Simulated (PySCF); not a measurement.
**C$_{7}$H$_{12}$Si (SMILES CC(C)C1=C[SiH2]C=C1): density, localisation and related maps**

Input file:

```
{"job": {"kind": "nmr", "xc": "PBE0", "basis": "pcSseg-1"}, "charge": 0, "multiplicity": 1}
C     -1.732637     0.984303    -1.031699
C     -1.158190     0.537263     0.314600
C     -1.961293    -0.633591     0.886080
C      0.293039     0.168839     0.177016
C      1.299372     0.783661     0.818418
Si     2.945420     0.001693     0.353496
C      2.009138    -1.190509    -0.768011
C      0.700105    -0.928207    -0.702846
H     -1.728137     0.165113    -1.746732
H     -1.142221     1.800580    -1.442716
H     -2.758437     1.325514    -0.908369
H     -1.229925     1.377678     1.015028
H     -1.960435    -1.476558     0.199268
H     -2.992842    -0.333676     1.058749
H     -1.532370    -0.961519     1.830681
H      1.123821     1.605909     1.493293
H      3.621301    -0.661793     1.469733
H      3.841312     0.901391    -0.375206
H      2.406591    -1.978264    -1.386847
H     -0.048760    -1.477147    -1.256972
```

Run with:

```sh
OMP_NUM_THREADS=1 python probes_run.py task.json out
```

Geometry: GFN2-xTB.

These are results of PBE0/pcSseg-1, SCF density, gas phase, non-relativistic (PySCF 2.14.0), not measurements.

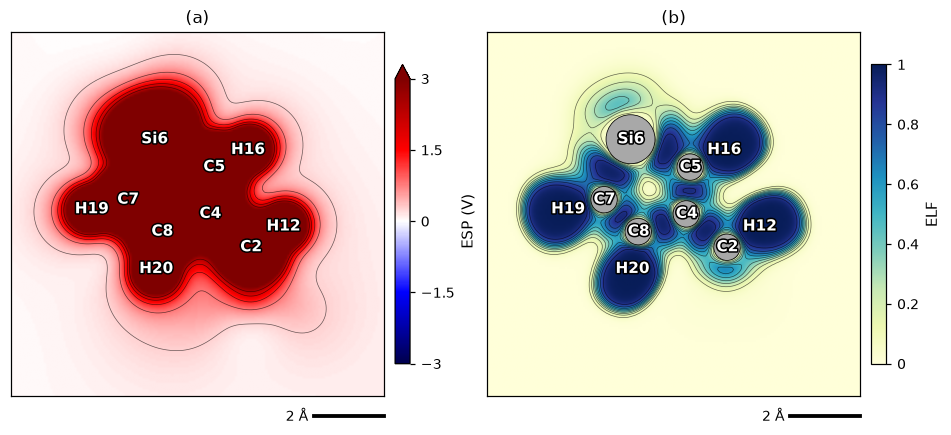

Figure 1. (a) molecular electrostatic potential; (b) ELF on the plane of atoms C2, C4 and C5. Grey discs cover the atomic cores in the ELF map.

> Describe what can be read from this map.

- The section cuts through C, Si and H sites.
- C–C (1.34 Å): the ELF peaks at about 0.95 between the atoms: a multiple bond.
- C–Si (1.88 Å): the ELF peaks at about 0.95 between the atoms (localised, covalent bonding).
- C–H (1.08 Å): the ELF climbs to about 1 towards the hydrogen, as it does in any bond to H (an ordinary covalent bond to hydrogen).
- C–C (1.46 Å): the ELF peaks at about 0.95 between the atoms; localised, covalent bonding.
- C–C (1.50 Å): the ELF peaks at about 0.95 between the atoms; localised, covalent bonding.
- The potential has no marked negative region in this plane.

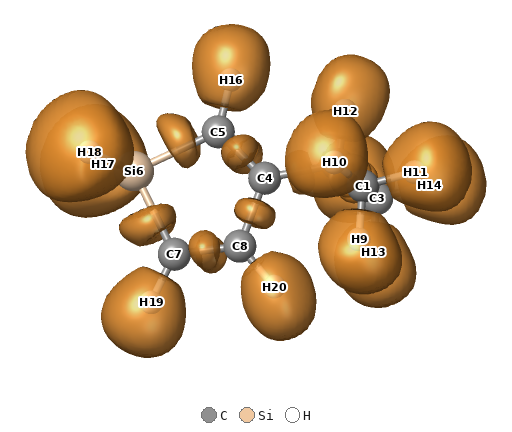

Figure 2. Isosurface of the ELF at 0.8 (orange), seen at a tilt. Only the valence region is drawn (cores and ρ < 0.01 e/Å³ removed).

> Where are the electrons localised?

At this value the surface marks out six regions between bonded C–C atoms (shared pairs), two regions between bonded C–Si atoms (shared pairs) and twelve regions around hydrogen nuclei.

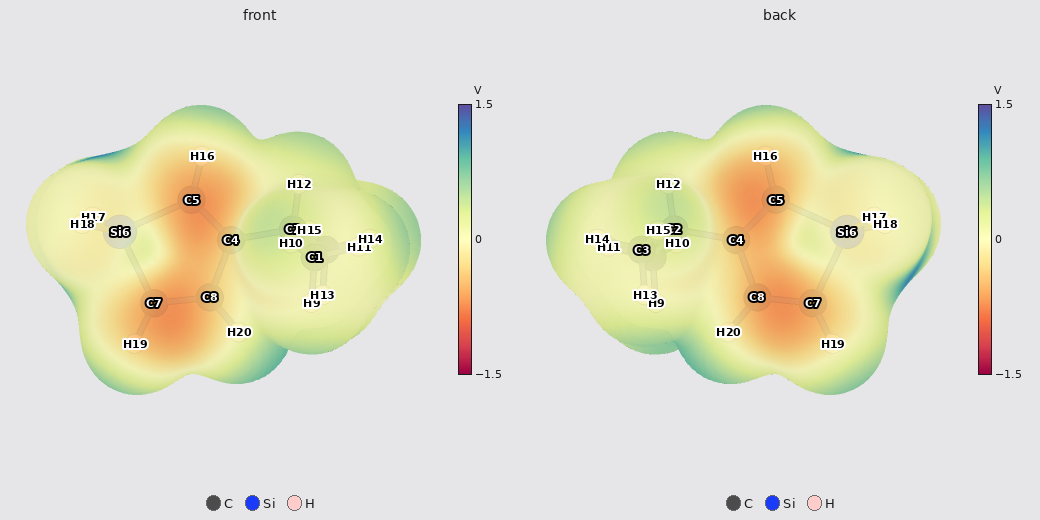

Figure 3. The electrostatic potential painted on the density surface at 0.002 e/bohr³, seen from the front and from behind; the colour scale runs from red (negative) to blue (positive).

> Which sites attract a positive test charge, and which a negative one?

A positive charge is drawn to the negative regions and a negative charge to the positive ones. The most negative region (about −0.7 V) lies over the π face of C4, C5, C7 and C8, the most positive (about +1.1 V) over Si6.

> What dipole moment does the calculation give?

Its dipole moment is 0.69 D.
